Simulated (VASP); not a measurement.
# 1T-CaI2 monolayer and its bilayer, part 3 of 6

What are the lattice, gap and band positions of 1T-CaI2 monolayer, and what does a second sheet change?

VASP 6.6.1, plane waves and PAW; the level of theory is named at each step.

So far, least gap on mesh and path (eV): step 4 (potential and states of the slab) 3.79.

## (5) The slab in a field, field -0.1

Level of this step: optB86b-vdW; plane waves and PAW (Ca_pv, I) (VASP).

A field across the slab, with the atoms held, gives the electronic response: the dipole changes linearly with the field, and the energy has a linear term from the slab's own dipole and a quadratic one from its polarisability.

INCAR reads:

```
SYSTEM = CaI2
PREC = Normal
ENCUT = 350
EDIFF = 1E-06
NELM = 120
ISMEAR = 0
SIGMA = 0.03
LREAL = .FALSE.
ALGO = Fast
GGA = MK
AGGAC = 0
LUSE_VDW = .TRUE.
PARAM1 = 0.1234
PARAM2 = 1
LASPH = .TRUE.
NBANDS = 17
LORBIT = 11
LWAVE = .FALSE.
LCHARG = .FALSE.
KPAR = 4
IDIPOL = 3
LDIPOL = .TRUE.
DIPOL = 0.5 0.5 0.5
EFIELD = -0.1
```

POSCAR reads:

```
CaI2
1.0
    4.4429426768      0.0000000000      0.0000000000
   -2.2214713384      3.8477012256      0.0000000000
    0.0000000000      0.0000000000     22.0000000000
Ca I
1 2
Direct
    0.0000000000      0.0000000000      0.5000000000
    0.3333333333      0.6666666667      0.4188050484
    0.6666666667      0.3333333333      0.5811949516
```

KPOINTS reads:

```
Automatic mesh
0
Gamma
9 9 1
0 0 0
```

The projector-augmented-wave data sets are Ca_pv and I (PBE family, release 64).

On the command line:

```
> mpirun -np 4 vasp_std
```

Output:

```text
[... set-up lines as in an earlier step ...]
 entering main loop
       N       E                     dE             d eps       ncg     rms          rms(c)
DAV:   1     0.161025390388E+03    0.16103E+03   -0.64755E+03   451   0.755E+02
DAV:   2     0.231933451093E+02   -0.13783E+03   -0.13288E+03   517   0.202E+02
DAV:   3    -0.218741006789E+01   -0.25381E+02   -0.24685E+02   478   0.930E+01
DAV:   4    -0.385412705260E+01   -0.16667E+01   -0.16648E+01   624   0.280E+01
DAV:   5    -0.388967108809E+01   -0.35544E-01   -0.35538E-01   669   0.402E+00    0.352E+00
RMM:   6    -0.384228074968E+01    0.47390E-01   -0.11506E-01   609   0.204E+00    0.207E+00
RMM:   7    -0.385109840090E+01   -0.88177E-02   -0.32489E-01   614   0.285E+00    0.444E-01
RMM:   8    -0.385285764640E+01   -0.17592E-02   -0.25332E-02   716   0.120E+00    0.546E-01
RMM:   9    -0.385260077382E+01    0.25687E-03   -0.44542E-03   714   0.482E-01    0.665E-01
RMM:  10    -0.386027412384E+01   -0.76734E-02   -0.23051E-02   700   0.772E-01    0.151E+00
RMM:  11    -0.386726941955E+01   -0.69953E-02   -0.27360E-01   744   0.248E+00    0.175E+00
RMM:  12    -0.385480848505E+01    0.12461E-01   -0.18237E-02   677   0.863E-01    0.104E+00
RMM:  13    -0.385217318340E+01    0.26353E-02   -0.54097E-03   629   0.378E-01    0.801E-01
RMM:  14    -0.385100060590E+01    0.11726E-02   -0.24842E-03   703   0.277E-01    0.592E-01
RMM:  15    -0.385022859010E+01    0.77202E-03   -0.56586E-04   721   0.127E-01    0.482E-01
RMM:  16    -0.384888112436E+01    0.13475E-02   -0.43312E-03   740   0.287E-01    0.135E-01
RMM:  17    -0.384901074477E+01   -0.12962E-03   -0.17537E-04   638   0.100E-01    0.217E-01
RMM:  18    -0.384895837938E+01    0.52365E-04   -0.69972E-05   653   0.527E-02    0.252E-01
RMM:  19    -0.384877304364E+01    0.18534E-03   -0.58714E-04   726   0.103E-01    0.105E-01
RMM:  20    -0.384878498477E+01   -0.11941E-04   -0.35464E-05   712   0.335E-02    0.809E-02
RMM:  21    -0.384880007499E+01   -0.15090E-04   -0.10531E-05   633   0.224E-02    0.740E-02
RMM:  22    -0.384885367197E+01   -0.53597E-04   -0.21307E-04   733   0.563E-02    0.137E-02
RMM:  23    -0.384885880561E+01   -0.51336E-05   -0.11872E-05   685   0.207E-02    0.287E-03
RMM:  24    -0.384886063192E+01   -0.18263E-05   -0.17732E-06   476   0.106E-02    0.321E-03
RMM:  25    -0.384886157705E+01   -0.94512E-06   -0.41167E-07   413   0.796E-03
   1 F= -.38488616E+01 E0= -.38488616E+01  d E =-.386670E-24
```

Elapsed: 85 s, on 4 MPI ranks of Intel Xeon 6975P-C (Granite Rapids), shared host; peak memory 1.8 GiB; 4.5 min of CPU time.

Parts of OUTCAR (step 5):

```text
   NELECT =      22.0000    total number of electrons

 dipolmoment           0.000000      0.000000     -0.048964 electrons x Angstroem

 E-fermi :  -3.9472

 k-point     1 :       0.0000    0.0000    0.0000
  band No.  band energies     occupation
    ...
      7      -4.8024      2.00000
      8      -4.8024      2.00000
      9      -4.6157      2.00000
     10      -4.1560      2.00000
     11      -4.1560      2.00000
     12       0.3767      0.00000
     13       0.4615      0.00000
     14       0.4615      0.00000
     15       0.6117      0.00000
     16       1.3522      0.00000
    ...

Total vdW correction in eV:      5.0551503

  Total       -0.0272898     -0.0272898     -0.0693472      0.0000000     -0.0000000      0.0000000
  in kB       -0.1162563     -0.1162563     -0.2954234      0.0000000     -0.0000000      0.0000000
  external PRESSURE =      -0.1759787 kB  Pullay stress =       0.0000000 kB

 POSITION                                       TOTAL-FORCE (eV/Angst)
 -----------------------------------------------------------------------------------
      0.00000      0.00000     11.00000        -0.000000      0.000000      0.044037
     -0.00000      2.56513      9.21371         0.000000      0.000000     -0.009401
      2.22147      1.28257     12.78629         0.000000     -0.000000     -0.034636
 -----------------------------------------------------------------------------------
    total drift:                               -0.000002      0.000000     -0.000075

  FREE ENERGIE OF THE ION-ELECTRON SYSTEM (eV)
  ---------------------------------------------------
  free  energy   TOTEN  =        -3.8488615770 eV

  energy  without entropy=       -3.8488615770  energy(sigma->0) =       -3.84886158

Total vdW correction in eV:      5.0552215

 vacuum level on the upper side and lower side of the slab         3.308         1.764

[... 8 parts as in an earlier step ...]

[... 9 further parts left out ...]
```

Numbers from this step:

- electronic steps: 25
- free energy (TOTEN): -3.849 eV
- Fermi energy: -3.947 eV
- dipole moment: 0, 0, -0.04896 e·Å
- gap on the k-mesh: 3.809 eV
- least direct gap on the k-mesh: 4.433 eV

VASP counts the dipole in electrons times Å, so a positive number points the physical dipole along −c. A positive EFIELD is likewise a physical field along −c.

Energy at zero smearing: -3.84886 eV.

## (6) The slab in a field, field 0.1

INCAR: that of step 5 with these lines changed.

```diff
@@ -23,2 +23,2 @@
 DIPOL = 0.5 0.5 0.5
-EFIELD = -0.1
+EFIELD = 0.1
```

POSCAR is that of step 5.

KPOINTS is that of step 5.

On the command line:

```
> mpirun -np 4 vasp_std
```

Output:

```text
[... set-up lines as in an earlier step ...]
 entering main loop
       N       E                     dE             d eps       ncg     rms          rms(c)
DAV:   1     0.160993370761E+03    0.16099E+03   -0.64739E+03   450   0.755E+02
DAV:   2     0.228812498708E+02   -0.13811E+03   -0.13373E+03   525   0.203E+02
DAV:   3    -0.213638928815E+01   -0.25018E+02   -0.24375E+02   463   0.924E+01
DAV:   4    -0.384940905685E+01   -0.17130E+01   -0.17113E+01   639   0.288E+01
[...]
RMM:  26    -0.384885743883E+01   -0.45863E-05   -0.11270E-06   435   0.870E-03    0.142E-02
RMM:  27    -0.384886088460E+01   -0.34458E-05   -0.10842E-05   711   0.226E-02    0.802E-03
RMM:  28    -0.384886117970E+01   -0.29510E-06   -0.43321E-07   407   0.599E-03
   1 F= -.38488612E+01 E0= -.38488612E+01  d E =-.219935E-24
```

Elapsed: 1.7 min, on 4 MPI ranks; peak memory 1.8 GiB; 5.4 min of CPU time.

From OUTCAR (step 6):

```text
  Total       -0.0252047     -0.0252047     -0.0574097      0.0000000      0.0000000      0.0000000
  in kB       -0.1073734     -0.1073734     -0.2445689      0.0000000      0.0000000      0.0000000
  external PRESSURE =      -0.1531052 kB  Pullay stress =       0.0000000 kB

 POSITION                                       TOTAL-FORCE (eV/Angst)
 -----------------------------------------------------------------------------------
      0.00000      0.00000     11.00000         0.000000      0.000000     -0.044594
     -0.00000      2.56513      9.21371        -0.000000      0.000000      0.035264
      2.22147      1.28257     12.78629         0.000000     -0.000000      0.009330
 -----------------------------------------------------------------------------------
    total drift:                                0.000002      0.000000      0.000300

  FREE ENERGIE OF THE ION-ELECTRON SYSTEM (eV)
  ---------------------------------------------------
  free  energy   TOTEN  =        -3.8488611797 eV

  energy  without entropy=       -3.8488611797  energy(sigma->0) =       -3.84886118

[... 2 parts as in an earlier step ...]

[... 1 further part left out ...]
[key lines of the parts left out:]
E-fermi :  -3.9479
```

This step gave:

| Quantity | Value |
| --- | --- |
| electronic steps | 28 |
| Fermi energy | -3.948 eV |
| dipole moment | 0, 0, 0.04886 e·Å |

Energy at zero smearing: -3.84886 eV.

## (7) With spin-orbit coupling

This step: optB86b-vdW, spin-orbit coupling; plane waves and PAW (Ca_pv, I) (VASP 6.6.1).

For heavy elements spin-orbit coupling shifts the highest filled levels.

INCAR: that of step 6 with these lines changed.

```diff
@@ -15,4 +15,7 @@
 LASPH = .TRUE.
-NBANDS = 17
-LORBIT = 11
+LNONCOLLINEAR = .TRUE.
+MAGMOM = 0 0 0 0 0 0 0 0 0
+NBANDS = 34
+GGA_COMPAT = .FALSE.
+LSORBIT = .TRUE.
 LWAVE = .FALSE.
@@ -23,2 +26 @@
 DIPOL = 0.5 0.5 0.5
-EFIELD = 0.1
```

POSCAR is that of step 6.

KPOINTS is that of step 6.

KPOINTS_OPT reads:

```
Line mode
14
Line-mode
Reciprocal
  0.00000000   0.00000000   0.00000000 GAMMA
  0.50000000   0.00000000   0.00000000 M

  0.50000000   0.00000000   0.00000000 M
  0.33333333   0.33333333   0.00000000 K

  0.33333333   0.33333333   0.00000000 K
  0.00000000   0.00000000   0.00000000 GAMMA
```

On the command line:

```
> mpirun -np 4 vasp_ncl
```

Output:

```text
[... set-up lines as in an earlier step ...]
 entering main loop
       N       E                     dE             d eps       ncg     rms          rms(c)
DAV:   1     0.184793707942E+03    0.18479E+03   -0.59843E+03   936   0.764E+02
DAV:   2     0.313452627261E+02   -0.15345E+03   -0.14822E+03   956   0.214E+02
DAV:   3    -0.161796362300E+01   -0.32963E+02   -0.32047E+02  1088   0.108E+02
DAV:   4    -0.405326517009E+01   -0.24353E+01   -0.24305E+01  1190   0.337E+01
DAV:   5    -0.413496903268E+01   -0.81704E-01   -0.81681E-01  1360   0.641E+00    0.575E+00
RMM:   6    -0.409015337950E+01    0.44816E-01   -0.11247E-01  1209   0.217E+00    0.345E+00
RMM:   7    -0.408821180253E+01    0.19416E-02   -0.90963E-02  1253   0.162E+00    0.216E+00
RMM:   8    -0.409967079003E+01   -0.11459E-01   -0.10399E-01  1295   0.186E+00    0.344E-01
RMM:   9    -0.409881365732E+01    0.85713E-03   -0.91364E-03  1446   0.802E-01    0.219E-01
RMM:  10    -0.409809827328E+01    0.71538E-03   -0.37816E-03  1420   0.380E-01    0.441E-02
RMM:  11    -0.409780980347E+01    0.28847E-03   -0.88923E-04  1547   0.203E-01    0.421E-02
RMM:  12    -0.409722411716E+01    0.58569E-03   -0.29061E-04  1524   0.966E-02    0.216E-02
RMM:  13    -0.409676785097E+01    0.45627E-03   -0.15661E-04  1492   0.654E-02    0.137E-02
RMM:  14    -0.409680573932E+01   -0.37888E-04   -0.37468E-05  1435   0.332E-02    0.752E-03
RMM:  15    -0.409719499335E+01   -0.38925E-03   -0.38045E-05  1144   0.299E-02    0.962E-03
RMM:  16    -0.409726139283E+01   -0.66399E-04   -0.18599E-05  1248   0.189E-02    0.576E-03
RMM:  17    -0.409727902119E+01   -0.17628E-04   -0.74100E-06  1314   0.130E-02    0.298E-03
RMM:  18    -0.409727734778E+01    0.16734E-05   -0.25741E-06  1326   0.856E-03    0.159E-03
RMM:  19    -0.409727345938E+01    0.38884E-05   -0.78252E-07   884   0.560E-03    0.918E-04
RMM:  20    -0.409726904726E+01    0.44121E-05   -0.29470E-07   855   0.518E-03    0.251E-04
RMM:  21    -0.409726582306E+01    0.32242E-05   -0.95753E-07  1037   0.798E-03    0.426E-04
RMM:  22    -0.409726500076E+01    0.82229E-06   -0.66991E-07   911   0.725E-03
   1 F= -.40972650E+01 E0= -.40972650E+01  d E =-.884935E-12  mag=    -0.0000     0.0000    -0.0000
 Start KPOINTS_OPT (optional k-point list driver)
k-point batch [1-12\42]
       N       E                     dE             ncg
DAV:   1    -0.103547660734E+04   -0.29756E+04      954
DAV:   2    -0.279547604977E+04   -0.17600E+04      934
DAV:   3    -0.320688359490E+04   -0.41141E+03     1106
DAV:   4    -0.323575954344E+04   -0.28876E+02     1214
DAV:   5    -0.323665605421E+04   -0.89651E+00     1416
DAV:   6    -0.323666792206E+04   -0.11868E-01     1326
DAV:   7    -0.323666856115E+04   -0.63909E-03     1384
DAV:   8    -0.323666859223E+04   -0.31086E-04     1366
DAV:   9    -0.323666859400E+04   -0.17628E-05     1096
DAV:  10    -0.323666859413E+04   -0.13623E-06      822
[...]
k-point batch [37-42\42]
       N       E                     dE             ncg
DAV:   1     0.172528183674E+04   -0.79175E+03      482
DAV:   2     0.861301890175E+03   -0.86398E+03      464
DAV:   3     0.649846028502E+03   -0.21146E+03      616
DAV:   4     0.637314168292E+03   -0.12532E+02      542
DAV:   5     0.636639902933E+03   -0.67427E+00      752
DAV:   6     0.636634468986E+03   -0.54339E-02      664
DAV:   7     0.636634123131E+03   -0.34586E-03      720
DAV:   8     0.636634114232E+03   -0.88988E-05      664
DAV:   9     0.636634113666E+03   -0.56652E-06      544
```

Elapsed: 3.7 min, on 4 MPI ranks; peak memory 3.2 GiB.

Parts of OUTCAR (step 7):

```text
   k-points           NKPTS =     12   k-points in BZ     NKDIM =     12   number of bands    NBANDS=     34

   NELECT =      22.0000    total number of electrons

 dipolmoment           0.000000      0.000000     -0.000000 electrons x Angstroem

 E-fermi :  -3.6793

 k-point     1 :       0.0000    0.0000    0.0000
  band No.  band energies     occupation
    ...
     18      -4.5131      1.00000
     19      -4.1026      1.00000
     20      -4.1026      1.00000
     21      -3.8110      1.00000
     22      -3.8110      1.00000
     23       0.3821      0.00000
     24       0.3826      0.00000
     25       0.4663      0.00000
     26       0.4663      0.00000
     27       0.4672      0.00000
    ...

Total vdW correction in eV:      5.0542908

  Total       -0.0026844     -0.0026844     -0.0258794      0.0000000      0.0000000      0.0000000
  in kB       -0.0114355     -0.0114355     -0.1102476      0.0000000      0.0000000      0.0000000
  external PRESSURE =      -0.0443729 kB  Pullay stress =       0.0000000 kB

 POSITION                                       TOTAL-FORCE (eV/Angst)
 -----------------------------------------------------------------------------------
      0.00000      0.00000     11.00000         0.000000      0.000000      0.000000
     -0.00000      2.56513      9.21371         0.000000     -0.000000      0.002351
      2.22147      1.28257     12.78629        -0.000000      0.000000     -0.002351
 -----------------------------------------------------------------------------------
    total drift:                               -0.000000      0.000000      0.000000

  FREE ENERGIE OF THE ION-ELECTRON SYSTEM (eV)
  ---------------------------------------------------
  free  energy   TOTEN  =        -4.0972650008 eV

  energy  without entropy=       -4.0972650008  energy(sigma->0) =       -4.09726500

Total vdW correction in eV:      5.0543014

 vacuum level on the upper side and lower side of the slab         2.527         2.527

 Spin-Orbit-Coupling matrix elements
 Ion:    1  E_soc:     -0.0054870
 Ion:    2  E_soc:     -0.2504988
 Ion:    3  E_soc:     -0.2504988

[... 7 parts as in an earlier step ...]

[... 8 further parts left out ...]
```

Numbers from this step:

```yaml
electronic_steps: 22
free_energy_toten: -4.097 eV
fermi_energy: -3.679 eV
least_gap_on_mesh_and_path: 3.450 eV
least_direct_gap_on_mesh_and_path: 4.145 eV
dipole_moment: 0, 0, 0 e·Å
```

On-site spin-orbit energy by atom:

```csv
atom,on-site spin-orbit energy (eV)
Ca1,-0.005
I2,-0.250
I3,-0.250
```

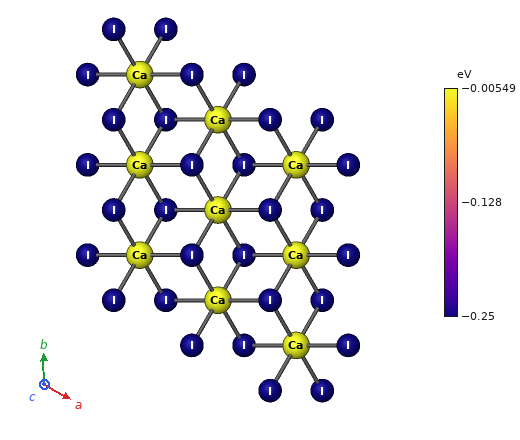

Atoms coloured by on-site spin-orbit energy. 2×2×1 cells are drawn. Some periodic images of atoms are drawn too.

The electronic bands at the labelled points (eV, zero at the valence-band top; v1 is the highest filled band, c1 the lowest empty one):

```csv
point,v4,v3,v2,v1,c1,c2,c3,c4
Γ,-0.29,-0.29,0.00,0.00,4.19,4.19,4.28,4.28
M,-0.81,-0.81,-0.79,-0.79,3.45,3.45,5.16,5.16
K,-1.06,-1.06,-0.95,-0.95,4.60,4.60,4.71,4.71
Γ,-0.29,-0.29,0.00,0.00,4.19,4.19,4.28,4.28
```

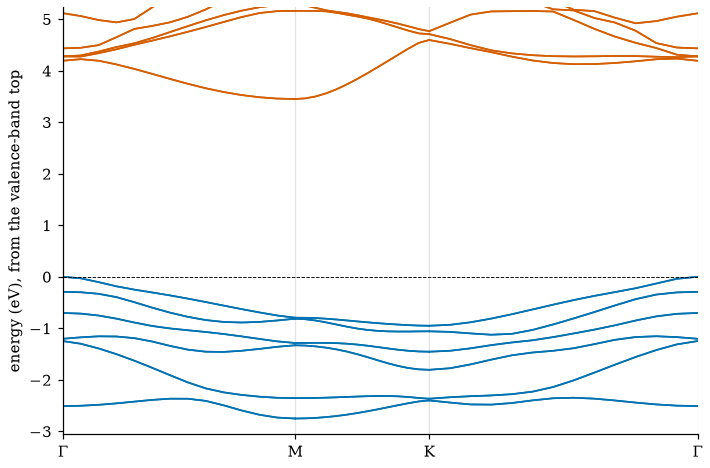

Electronic bands along the path; lines of filled and empty bands in two colours.

[end of part 3 of 6]

[Lines on the potential files, build, host, timing and source positions are cut from VASP's logs without a mark.]

[Logs are printed without paths, hosts, clocks, repeated set-up lines and the standing remarks that a program may print on its own settings, such as how far it seeks lower states.]

[Hosts, paths, dates, database ids (printed as entryN), source tags and the programs' standing remarks are cut or masked in the printed files.]

[Runs that stopped without an error message from VASP are left out.]
